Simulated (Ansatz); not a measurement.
# CH₃AlFNS: one molecule under many settings

How do the results and run time of CH₃AlFNS respond when the settings are drawn wide?

Computed with Ansatz 0.2.0, Gaussian basis. Level: the settings change from run to run.

### Step 1. The geometry

The structure was relaxed beforehand with PBE0-D4 in a triple-zeta def2 set.

SMILES `N=[CH][Al]([F])[SH]`, 8 atoms, charge 0, spin multiplicity 1.

Atoms are counted from 1 here; the program's logs count them from 0.

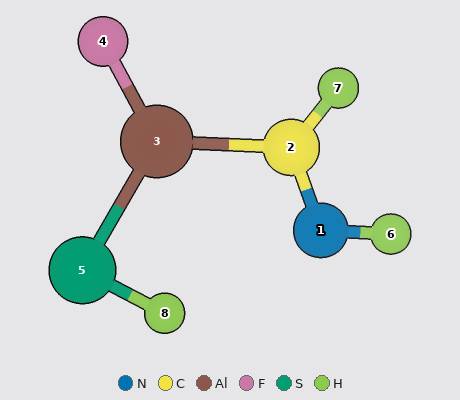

The geometry (nitrogen blue, carbon yellow, aluminium brown, fluorine pink, sulfur teal, hydrogen green); atoms are numbered from 1 in the order of the file.

### Step 2. B97/x2c-TZVPPall

Set apart from the defaults: atoms shaken by 0.15 Å, the search for lower states set to light.

File in.yaml:

```yaml
crystal:
  periodic: [false, false, false]
  atoms:
    - {symbol: N, position_ang: [-0.202052, 1.442879, 0.628165]}
    - {symbol: C, position_ang: [0.554353, 0.124346, 0.803046]}
    - {symbol: Al, position_ang: [0.114739, -1.153422, -0.576507]}
    - {symbol: F, position_ang: [1.283882, -2.496970, -0.946568]}
    - {symbol: S, position_ang: [-1.548814, -0.873103, -1.395174]}
    - {symbol: H, position_ang: [-0.004941, 1.899410, 1.538250]}
    - {symbol: H, position_ang: [1.521105, 0.362395, 1.039648]}
    - {symbol: H, position_ang: [-1.752326, 0.381875, -0.876499]}
basis:
  gaussian: {orbitals: x2c-TZVPPall}
hamiltonian: {xc: {name: B97}}
scf: {lower_state_search: light}
output: {forces: true}
```

The run is started by

```sh
ansatz run in.yaml --threads 2 --pin off --events-out ev --progress --plain --max-ram 4352MiB
```

The log of the run, cut to the lines that bear on the results:

```text
Functional definition: B97
  name "B97"
  cite "Becke, J. Chem. Phys. 107, 8554 (1997) doi:10.1063/1.475007"
[...]
      + integral(e_c_pw_opposite_spin*poly(b97_u_opposite, cos0, cos1, cos2))
1258 factors; their error is unknown
[...]
mean field -22768.23710400 eV, -836.7172807065 hartree, gradient 2.6e-5 eV, S^2 0.000000; 0 other end points of the search recorded, 0 dependent functions left out
[...]
reference -22768.23712992 eV, -836.7172816592 hartree; 27, 27 occupied and 192, 192 virtual orbitals, 1258 factors
Total energy: -22768.23712992 eV, -836.7172816592 hartree
Relativity: scalar
Atom 0 at    -0.202052     1.442879     0.628165 Å, force     1.574317    -6.449035     2.057300 eV/Å
Atom 1 at     0.554353     0.124346     0.803046 Å, force    -4.184252     6.008837    -3.180176 eV/Å
Atom 2 at     0.114739    -1.153422    -0.576507 Å, force     8.185659    -3.158211     2.711706 eV/Å
Atom 3 at     1.283882    -2.496970    -0.946568 Å, force    -1.958918     2.140921     0.593340 eV/Å
Atom 4 at    -1.548814    -0.873103    -1.395174 Å, force    -7.276086     1.128300    -3.867011 eV/Å
Atom 5 at    -0.004941     1.899410     1.538250 Å, force     0.875935     0.711624    -0.882439 eV/Å
Atom 6 at     1.521105     0.362395     1.039648 Å, force     2.429230     0.089724     2.471013 eV/Å
Atom 7 at    -1.752326     0.381875    -0.876499 Å, force     0.354115    -0.472162     0.096265 eV/Å
Dipole moment:    -0.022049     0.349976     0.357750 e Å
```

Run time: 13 s. Hardware: 2 threads of Arm Neoverse V1, shared host; peak memory 0.61 GiB.

Largest force 9.183 eV/Å, dipole 2.41 D.

### Step 3. CAM-B3LYP/def2-SVP

Set apart from the defaults: multiplicity 3, high accuracy, the search for lower states set to full.

File in.yaml:

```yaml
crystal:
  periodic: [false, false, false]
  atoms:
    - {symbol: N, position_ang: [-0.200622, 1.259154, 0.727741]}
    - {symbol: C, position_ang: [0.692900, 0.352591, 0.665267]}
    - {symbol: Al, position_ang: [0.222593, -1.074240, -0.605168]}
    - {symbol: F, position_ang: [1.225567, -2.356526, -0.853317]}
    - {symbol: S, position_ang: [-1.650077, -0.903403, -1.660794]}
    - {symbol: H, position_ang: [0.036660, 2.005883, 1.386975]}
    - {symbol: H, position_ang: [1.608225, 0.405627, 1.273265]}
    - {symbol: H, position_ang: [-1.842947, 0.253814, -0.989672]}
basis:
  gaussian: {orbitals: def2-SVP}
magnetization: {spin_polarized: true, initial_magnetization: 2}
hamiltonian: {xc: {name: CAM-B3LYP}}
accuracy: high
scf: {lower_state_search: full}
output: {forces: true}
```

Same command.

The log of the run, cut to the lines that bear on the results:

```text
Functional definition: CAM-B3LYP
  name "CAM-B3LYP"
  cite "Yanai, Tew & Handy, Chem. Phys. Lett. 393, 51 (2004) doi:10.1016/j.cplett.2004.06.011"
  cite "Iikura, Tsuneda, Yanai & Hirao, J. Chem. Phys. 115, 3540 (2001) doi:10.1063/1.1383587"
  cite "Becke, Phys. Rev. A 38, 3098 (1988) doi:10.1103/PhysRevA.38.3098"
  cite "Lee, Yang & Parr, Phys. Rev. B 37, 785 (1988) doi:10.1103/PhysRevB.37.785"
  cite "Vosko, Wilk & Nusair, Can. J. Phys. 58, 1200 (1980) doi:10.1139/p80-159"
[...]
  # Exact exchange under (alpha + beta erf(omega r))/r, Becke's under what is left of 1/r.
[...]
2022 factors; integrals over basis functions are off by at most 1.0e-8 eV
441 factors; integrals over basis functions are off by at most 1.9e-9 eV
[...]
mean field -22713.07005194 eV, -834.6899289370 hartree, gradient 7.9e-8 eV, S^2 2.006294; 11 other end points of the search recorded, 0 dependent functions left out
[...]
reference -22713.07007160 eV, -834.6899296594 hartree; 28, 26 occupied and 65, 67 virtual orbitals, 2022 factors
Total energy: -22713.07007160 eV, -834.6899296594 hartree
Atom 0 at    -0.200622     1.259154     0.727741 Å, force     0.875362     1.631124     1.663215 eV/Å
Atom 1 at     0.692900     0.352591     0.665267 Å, force    -0.012833    -2.502848    -1.720943 eV/Å
Atom 2 at     0.222593    -1.074240    -0.605168 Å, force     0.405928     0.554565     0.633589 eV/Å
Atom 3 at     1.225567    -2.356526    -0.853317 Å, force     0.232503    -0.292983    -0.055502 eV/Å
Atom 4 at    -1.650077    -0.903403    -1.660794 Å, force    -0.083017     0.004675    -0.048538 eV/Å
Atom 5 at     0.036660     2.005883     1.386975 Å, force    -1.450499     0.821858    -0.343876 eV/Å
Atom 6 at     1.608225     0.405627     1.273265 Å, force     0.164219    -0.235206    -0.058028 eV/Å
Atom 7 at    -1.842947     0.253814    -0.989672 Å, force    -0.131663     0.018814    -0.069918 eV/Å
Dipole moment:     0.109248     0.609512     0.484843 e Å
```

Run time: 55 s. Hardware: 2 threads of Arm Neoverse V1, shared host; peak memory 0.8 GiB.

Largest force 3.037 eV/Å, dipole 3.78 D, ⟨S²⟩ 2.006.

### Step 4. r2SCAN0/def2-TZVPD

Options: multiplicity 3, atoms shaken by 0.08 Å, a point charge of 0.50 e beside it, D3(BJ) with three-body dispersion.

File in.yaml:

```yaml
crystal:
  periodic: [false, false, false]
  atoms:
    - {symbol: N, position_ang: [-0.119705, 1.133841, 0.682495]}
    - {symbol: C, position_ang: [0.678408, 0.288313, 0.823716]}
    - {symbol: Al, position_ang: [0.095221, -0.988790, -0.474648]}
    - {symbol: F, position_ang: [1.245794, -2.385258, -0.781750]}
    - {symbol: S, position_ang: [-1.644686, -0.858914, -1.832922]}
    - {symbol: H, position_ang: [-0.023876, 1.944288, 1.301884]}
    - {symbol: H, position_ang: [1.690286, 0.236215, 1.260863]}
    - {symbol: H, position_ang: [-1.788150, 0.226787, -1.039933]}
basis:
  gaussian: {orbitals: def2-TZVPD, point_charges: [{charge: 0.50, position_ang: [5.385, 0.547, 0.261]}]}
magnetization: {spin_polarized: true, initial_magnetization: 2}
hamiltonian: {xc: {name: r2SCAN0}, dispersion: d3bjatm}
```

Launched as before.

The log of the run, cut to the lines that bear on the results:

```text
Functional definition: r2SCAN0
  name "r2SCAN0"
  cite "Bursch, Neugebauer, Ehlert & Grimme, J. Chem. Phys. 156, 134105 (2022) doi:10.1063/5.0086040"
  cite "Furness, Kaplan, Ning, Perdew & Sun, J. Phys. Chem. Lett. 11, 8208 (2020) doi:10.1021/acs.jpclett.0c02405"
  cite "Furness, Kaplan, Ning, Perdew & Sun, J. Phys. Chem. Lett. 11, 9248 (2020) doi:10.1021/acs.jpclett.0c03077"
  parent r2scan
[...]
1312 factors; their error is unknown
[...]
mean field -22721.34730975 eV, -834.9941125508 hartree, gradient 8.9e-5 eV, S^2 2.012948; 0 other end points of the search recorded, 0 dependent functions left out
reference -22721.34733122 eV, -834.9941133401 hartree; 28, 26 occupied and 202, 204 virtual orbitals, 1312 factors
Total energy: -22721.40553408 eV, -834.9962522556 hartree
```

Run time: 24 s. Hardware: 2 threads of Arm Neoverse V1, shared host; peak memory 0.84 GiB.

⟨S²⟩ 2.013.

### Step 5. B2PLYP/aug-pcseg-2

This run has multiplicity 3.

File in.yaml:

```yaml
crystal:
  periodic: [false, false, false]
  atoms:
    - {symbol: N, position_ang: [-0.200622, 1.259154, 0.727741]}
    - {symbol: C, position_ang: [0.692900, 0.352591, 0.665267]}
    - {symbol: Al, position_ang: [0.222593, -1.074240, -0.605168]}
    - {symbol: F, position_ang: [1.225567, -2.356526, -0.853317]}
    - {symbol: S, position_ang: [-1.650077, -0.903403, -1.660794]}
    - {symbol: H, position_ang: [0.036660, 2.005883, 1.386975]}
    - {symbol: H, position_ang: [1.608225, 0.405627, 1.273265]}
    - {symbol: H, position_ang: [-1.842947, 0.253814, -0.989672]}
basis:
  gaussian: {orbitals: aug-pcseg-2}
magnetization: {spin_polarized: true, initial_magnetization: 2}
hamiltonian: {xc: {name: B2PLYP}}
```

Same command.

The log of the run, cut to the lines that bear on the results:

```text
Functional definition: B2PLYP
  name "B2PLYP"
  cite "Grimme, J. Chem. Phys. 124, 034108 (2006) doi:10.1063/1.2148954"
  cite "Becke, Phys. Rev. A 38, 3098 (1988) doi:10.1103/PhysRevA.38.3098"
  cite "Lee, Yang & Parr, Phys. Rev. B 37, 785 (1988) doi:10.1103/PhysRevB.37.785"
[...]
1938 factors; integrals over basis functions are off by at most 8.5e-4 eV
[...]
mean field -22709.82380544 eV, -834.5706315783 hartree, gradient 5.7e-6 eV, S^2 2.015275; 2 other end points of the search recorded, 0 dependent functions left out
13 core orbitals not correlated: weight in the atoms' cores, before any rotation towards them, 1.000 or more for the frozen orbitals, at most 0.000 for the correlated occupied ones
reference -22709.82401633 eV, -834.5706393287 hartree; 15, 13 occupied and 279, 281 virtual orbitals, 1938 factors
second order -27.55804657 eV of doubles, -0.00000000 eV of singles
Total energy: -22717.26468891 eV, -834.8440790023 hartree
```

Run time: 57 s. Hardware: 2 threads of Arm Neoverse V1, shared host; peak memory 1.7 GiB.

⟨S²⟩ 2.015.

### Step 6. revPBE0/cc-pVDZ

Options: charge +1, multiplicity 2, atoms shaken by 0.03 Å.

File in.yaml:

```yaml
crystal:
  periodic: [false, false, false]
  atoms:
    - {symbol: N, position_ang: [-0.192105, 1.310066, 0.762341]}
    - {symbol: C, position_ang: [0.680279, 0.337985, 0.654365]}
    - {symbol: Al, position_ang: [0.199596, -1.076182, -0.600709]}
    - {symbol: F, position_ang: [1.209121, -2.375095, -0.877304]}
    - {symbol: S, position_ang: [-1.663371, -0.844718, -1.686977]}
    - {symbol: H, position_ang: [0.024460, 1.987537, 1.430145]}
    - {symbol: H, position_ang: [1.539067, 0.457857, 1.282311]}
    - {symbol: H, position_ang: [-1.795582, 0.277804, -1.017162]}
basis:
  gaussian: {orbitals: cc-pVDZ}
total_charge: 1
magnetization: {spin_polarized: true, initial_magnetization: 1}
hamiltonian: {xc: {name: revPBE0}}
output: {forces: true}
```

Same command.

The log of the run, cut to the lines that bear on the results:

```text
Functional definition: revPBE0
  name "revPBE0"
  cite "Zhang & Yang, Phys. Rev. Lett. 80, 890 (1998) doi:10.1103/PhysRevLett.80.890"
  cite "Adamo & Barone, J. Chem. Phys. 110, 6158 (1999) doi:10.1063/1.478522"
  cite "Perdew, Burke & Ernzerhof, Phys. Rev. Lett. 77, 3865 (1996) doi:10.1103/PhysRevLett.77.3865"
[...]
901 factors; integrals over basis functions are off by at most 1.2e-3 eV
[...]
mean field -22712.12980422 eV, -834.6553754706 hartree, gradient 6.2e-5 eV, S^2 0.763165; 2 other end points of the search recorded, 0 dependent functions left out
[...]
reference -22712.12984337 eV, -834.6553769093 hartree; 27, 26 occupied and 66, 67 virtual orbitals, 901 factors
Total energy: -22712.12984337 eV, -834.6553769093 hartree
Atom 0 at    -0.192105     1.310066     0.762341 Å, force     2.604598    -4.791913    -1.863406 eV/Å
Atom 1 at     0.680279     0.337985     0.654365 Å, force    -3.792329     3.520274    -0.033658 eV/Å
Atom 2 at     0.199596    -1.076182    -0.600709 Å, force     0.585110    -1.152398    -0.335345 eV/Å
Atom 3 at     1.209121    -2.375095    -0.877304 Å, force     0.084089    -0.066804     0.083339 eV/Å
Atom 4 at    -1.663371    -0.844718    -1.686977 Å, force    -0.417152    -1.039428    -0.943400 eV/Å
Atom 5 at     0.024460     1.987537     1.430145 Å, force    -0.171854     2.361631     1.940933 eV/Å
Atom 6 at     1.539067     0.457857     1.282311 Å, force     1.511100    -0.240284     0.589867 eV/Å
Atom 7 at    -1.795582     0.277804    -1.017162 Å, force    -0.403562     1.408922     0.561672 eV/Å
Dipole moment:    -0.043189     0.989588     0.732822 e Å
```

It took 5.5 s on 2 threads of Arm Neoverse V1, shared host; peak memory 0.25 GiB.

Largest force 5.764 eV/Å, ⟨S²⟩ 0.763.

### Step 7. r2SCAN0/def2-TZVP

Options: unrestricted orbitals.

File in.yaml:

```yaml
crystal:
  periodic: [false, false, false]
  atoms:
    - {symbol: N, position_ang: [-0.200622, 1.259154, 0.727741]}
    - {symbol: C, position_ang: [0.692900, 0.352591, 0.665267]}
    - {symbol: Al, position_ang: [0.222593, -1.074240, -0.605168]}
    - {symbol: F, position_ang: [1.225567, -2.356526, -0.853317]}
    - {symbol: S, position_ang: [-1.650077, -0.903403, -1.660794]}
    - {symbol: H, position_ang: [0.036660, 2.005883, 1.386975]}
    - {symbol: H, position_ang: [1.608225, 0.405627, 1.273265]}
    - {symbol: H, position_ang: [-1.842947, 0.253814, -0.989672]}
basis:
  gaussian: {orbitals: def2-TZVP}
magnetization: {spin_polarized: true, initial_magnetization: 0}
hamiltonian: {xc: {name: r2SCAN0}}
```

Same command.

The log of the run, cut to the lines that bear on the results:

```text
Functional definition: r2SCAN0
  name "r2SCAN0"
  cite "Bursch, Neugebauer, Ehlert & Grimme, J. Chem. Phys. 156, 134105 (2022) doi:10.1063/5.0086040"
  cite "Furness, Kaplan, Ning, Perdew & Sun, J. Phys. Chem. Lett. 11, 8208 (2020) doi:10.1021/acs.jpclett.0c02405"
  cite "Furness, Kaplan, Ning, Perdew & Sun, J. Phys. Chem. Lett. 11, 9248 (2020) doi:10.1021/acs.jpclett.0c03077"
  parent r2scan
[...]
1173 factors; their error is unknown
[...]
mean field -22725.45559772 eV, -835.1450893491 hartree, gradient 9.0e-5 eV, S^2 0.000000; 0 other end points of the search recorded, 0 dependent functions left out
reference -22725.45560923 eV, -835.1450897721 hartree; 27, 27 occupied and 158, 158 virtual orbitals, 1173 factors
Total energy: -22725.45560923 eV, -835.1450897721 hartree
```

It took 13 s on 2 threads of Arm Neoverse V1, shared host; peak memory 0.59 GiB.

⟨S²⟩ 0.000.

### Step 8. B3LYP/def2-mTZVPP

Options: charge +1, multiplicity 2, D3(BJ) with three-body dispersion, the search for lower states set to off.

Edit in.yaml of step 7 so:

```diff
@@ -12,4 +12,6 @@
 basis:
-  gaussian: {orbitals: def2-TZVP}
-magnetization: {spin_polarized: true, initial_magnetization: 0}
-hamiltonian: {xc: {name: r2SCAN0}}
+  gaussian: {orbitals: def2-mTZVPP}
+total_charge: 1
+magnetization: {spin_polarized: true, initial_magnetization: 1}
+hamiltonian: {xc: {name: B3LYP}, dispersion: d3bjatm}
+scf: {lower_state_search: off}
```

Same command.

The log of the run, cut to the lines that bear on the results:

```text
Functional definition: B3LYP
  name "B3LYP"
  cite "Stephens, Devlin, Chabalowski & Frisch, J. Phys. Chem. 98, 11623 (1994) doi:10.1021/j100096a001"
  cite "Becke, Phys. Rev. A 38, 3098 (1988) doi:10.1103/PhysRevA.38.3098"
  cite "Lee, Yang & Parr, Phys. Rev. B 37, 785 (1988) doi:10.1103/PhysRevB.37.785"
  cite "Vosko, Wilk & Nusair, Can. J. Phys. 58, 1200 (1980) doi:10.1139/p80-159"
[...]
1163 factors; their error is unknown
[...]
mean field -22721.51128088 eV, -835.0001383789 hartree, gradient 2.8e-6 eV, S^2 0.757745; 0 other end points of the search recorded, 0 dependent functions left out
reference -22721.51152454 eV, -835.0001473331 hartree; 27, 26 occupied and 104, 105 virtual orbitals, 1163 factors
Total energy: -22721.83436459 eV, -835.0120114863 hartree
Checks for a lower state left out: stability, starts, cluster_reference, orbital_swaps, neighbouring_geometries, increment
```

Run time: 3.9 s. Hardware: 2 threads of Arm Neoverse V1, shared host; peak memory 0.37 GiB.

⟨S²⟩ 0.758.

### Step 9. r2SCAN50/def2-TZVPP

Options: charge +1, multiplicity 2, a grid of angular degree 11, a point charge of 0.50 e beside it, D3(BJ) with three-body dispersion.

Edit in.yaml of step 8 so:

```diff
@@ -12,6 +12,6 @@
 basis:
-  gaussian: {orbitals: def2-mTZVPP}
+  gaussian: {orbitals: def2-TZVPP, final_grid: {core_spheres: 5, valence_spheres: 4, degree: 11}, point_charges: [{charge: 0.50, position_ang: [4.181, -0.563, -0.819]}]}
 total_charge: 1
 magnetization: {spin_polarized: true, initial_magnetization: 1}
-hamiltonian: {xc: {name: B3LYP}, dispersion: d3bjatm}
-scf: {lower_state_search: off}
+hamiltonian: {xc: {name: r2SCAN50}, dispersion: d3bjatm}
+output: {forces: true}
```

The command is unchanged.

The log of the run, cut to the lines that bear on the results:

```text
Functional definition: r2SCAN50
  name "r2SCAN50"
  cite "Bursch, Neugebauer, Ehlert & Grimme, J. Chem. Phys. 156, 134105 (2022) doi:10.1063/5.0086040"
  cite "Furness, Kaplan, Ning, Perdew & Sun, J. Phys. Chem. Lett. 11, 8208 (2020) doi:10.1021/acs.jpclett.0c02405"
  cite "Furness, Kaplan, Ning, Perdew & Sun, J. Phys. Chem. Lett. 11, 9248 (2020) doi:10.1021/acs.jpclett.0c03077"
  parent r2scan
[...]
1382 factors; their error is unknown
[...]
mean field -22713.05935985 eV, -834.6895360099 hartree, gradient 4.4e-6 eV, S^2 0.758933; 4 other end points of the search recorded, 0 dependent functions left out
[...]
reference -22713.05936687 eV, -834.6895362680 hartree; 27, 26 occupied and 192, 193 virtual orbitals, 1382 factors
Total energy: -22713.12625231 eV, -834.6919942625 hartree
Atom 0 at    -0.200622     1.259154     0.727741 Å, force     0.699561    -0.522955     0.013220 eV/Å
Atom 1 at     0.692900     0.352591     0.665267 Å, force    -0.597014     0.563394    -0.161662 eV/Å
Atom 2 at     0.222593    -1.074240    -0.605168 Å, force     3.175056    -0.791546     1.888340 eV/Å
Atom 3 at     1.225567    -2.356526    -0.853317 Å, force    -0.924359     0.971942    -0.170806 eV/Å
Atom 4 at    -1.650077    -0.903403    -1.660794 Å, force    -1.839978     0.103286    -1.063583 eV/Å
Atom 5 at     0.036660     2.005883     1.386975 Å, force    -0.249012    -0.393532    -0.350568 eV/Å
Atom 6 at     1.608225     0.405627     1.273265 Å, force    -0.386071    -0.138791    -0.253296 eV/Å
Atom 7 at    -1.842947     0.253814    -0.989672 Å, force    -0.130388     0.282836     0.119808 eV/Å
Dipole moment:    -0.851672     0.384690    -0.175962 e Å
```

Run time: 32 s. Hardware: 2 threads of Arm Neoverse V1, shared host; peak memory 0.98 GiB.

Largest force 3.778 eV/Å, ⟨S²⟩ 0.759.

### Step 10. The runs in one table

| level | charge | multiplicity | geometry | functions | energy (eV) | time |
| --- | --- | --- | --- | --- | --- | --- |
| B97/x2c-TZVPPall | 0 | 1 | shaken | 219 | -22768.237 | 13 s |
| CAM-B3LYP/def2-SVP | 0 | 3 | relaxed | 93 | -22713.070 | 55 s |
| r2SCAN0/def2-TZVPD | 0 | 3 | shaken, point charge | 230 | -22721.406 | 24 s |
| B2PLYP/aug-pcseg-2 | 0 | 3 | relaxed | 307 | -22717.265 | 57 s |
| revPBE0/cc-pVDZ | 1 | 2 | shaken | 93 | -22712.130 | 5.5 s |
| r2SCAN0/def2-TZVP | 0 | 1 | relaxed | 185 | -22725.456 | 13 s |
| B3LYP/def2-mTZVPP | 1 | 2 | relaxed | 131 | -22721.834 | 3.9 s |
| r2SCAN50/def2-TZVPP | 1 | 2 | relaxed, point charge | 219 | -22713.126 | 32 s |

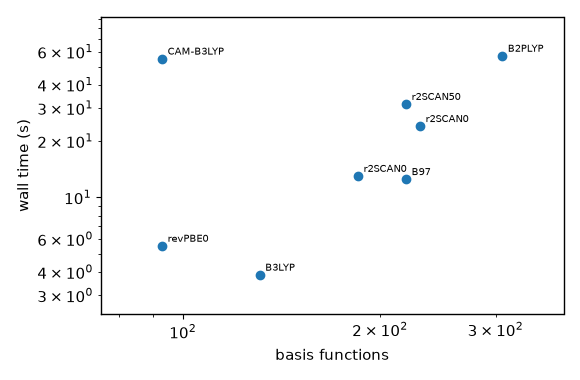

Wall time against the number of basis functions (shared host).

### Step 11. Outcome

| quantity | value |
| --- | --- |
| runs | 8 |
| quickest | B3LYP/def2-mTZVPP, 3.9 s |
| slowest | B2PLYP/aug-pcseg-2, 57 s |

The runs differ in state or geometry as well as level, so their energies can't be set against each other. Run time spans a factor of 15, from B3LYP/def2-mTZVPP to B2PLYP/aug-pcseg-2. The jobs differ in tasks and options as well as level.
